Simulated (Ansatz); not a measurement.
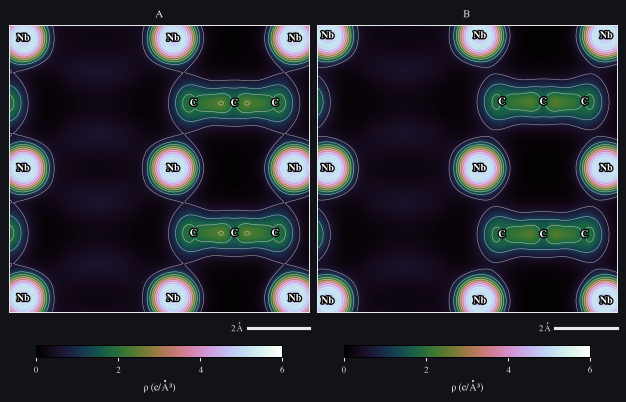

Nb$_{3}$C$_{5}$. The valence pseudo-density of two cells that differ in size and shape, on the (110) plane of each (indices in the axes of the calculation cell), at one length scale and on one colour scale; one has 9.8 and the other 10.4 Å³ an atom.

Space group Pmmm; a generated structure, not necessarily the stable one; computed without spin polarisation.

Method: Ansatz 0.2.0, DFT PBE, scalar-relativistic, plane waves, PAW.

In a PAW calculation such maps are meaningful between the atoms, not at the nuclei.

The larger cell:

```
Nb C
1.0
     2.99499    0.00000    0.00000
     0.00000    3.08478    0.00000
     0.00000    0.00000    9.03446
Nb C
3 5
Direct
  0.00000 0.50000 0.72707
  0.00000 0.50000 0.27293
  0.00000 0.00000 0.00000
  0.50000 0.00000 0.64812
  0.50000 0.50000 0.08552
  0.50000 0.50000 0.91448
  0.50000 0.00000 0.35188
  0.50000 0.00000 0.50000
```

The smaller cell: a = 2.943 Å, b = 3.022 Å, c = 8.806 Å, α = 90.00°, β = 90.00°, γ = 90.00°.

Q: Which is the denser cell? Describe the effect of the change.

A: Panel A is the smaller cell, by 6 % in volume. From the larger cell to the smaller, Nb–C goes from 2.26 to 2.21 Å, and the density at its midpoint from 0.55 to 0.62 e/Å³; C–C goes from 1.34 to 1.33 Å; the pressure goes from 8 to 27 GPa.
